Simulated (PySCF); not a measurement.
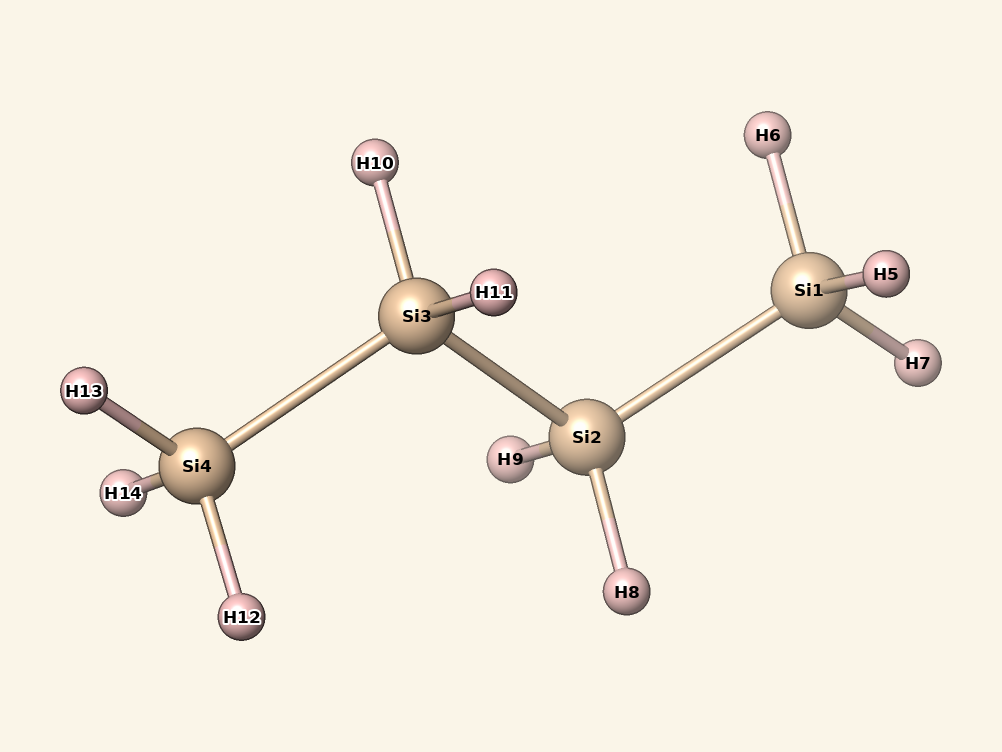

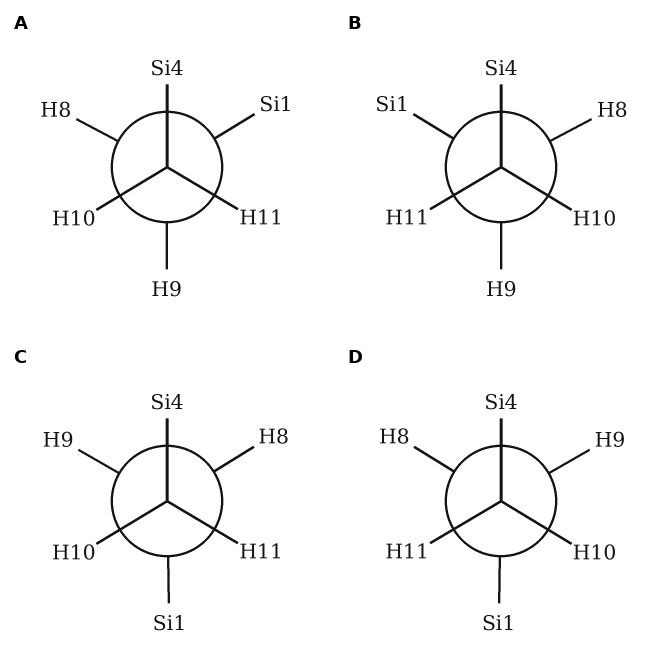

Depth is shown by fading: the farther an atom, the more it takes the colour of the background. Bonds that would overlap in a projection are set slightly apart. Computed geometry: PBE0-D3(BJ)/def2-SVP optimisation. No frequency run is at hand to confirm it as a minimum.

Q: Which Newman projection shows the view along Si3–Si2, with Si3 in front?

A: D. The torsion angle Si4–Si3–Si2–Si1 is −179°, antiperiplanar (anti).
